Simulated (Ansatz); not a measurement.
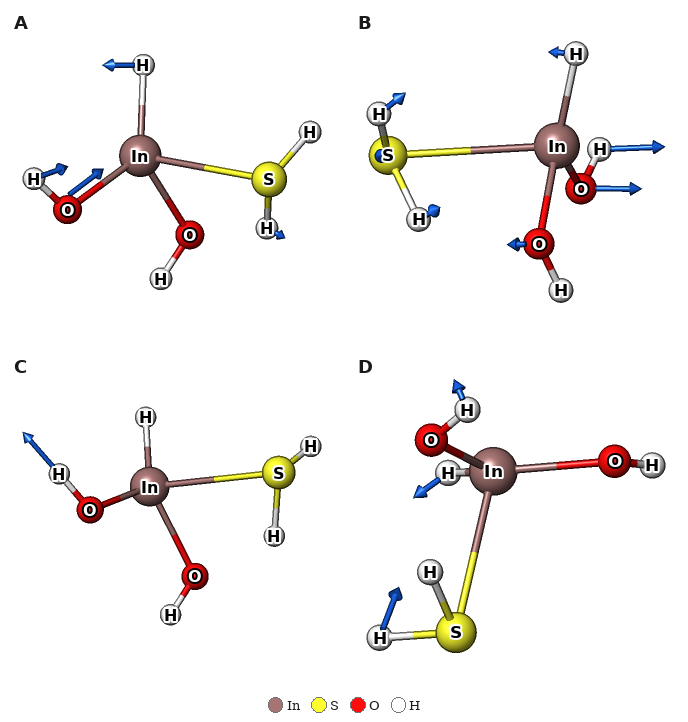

4 normal modes of one molecule or complex, as arrows. Harmonic vibrations computed with RKS PBE0-D4/def2-TZVP, core potentials on In (Ansatz 0.2.0) at a stationary point of the same level.

### Match the panels to the wavenumbers 68 cm⁻¹, 387 cm⁻¹, 592 cm⁻¹, 3903 cm⁻¹.

A: 592 cm⁻¹, In–O stretching
B: 68 cm⁻¹, O–In–S bending
C: 3903 cm⁻¹, O–H stretching
D: 387 cm⁻¹, H–S–In bending
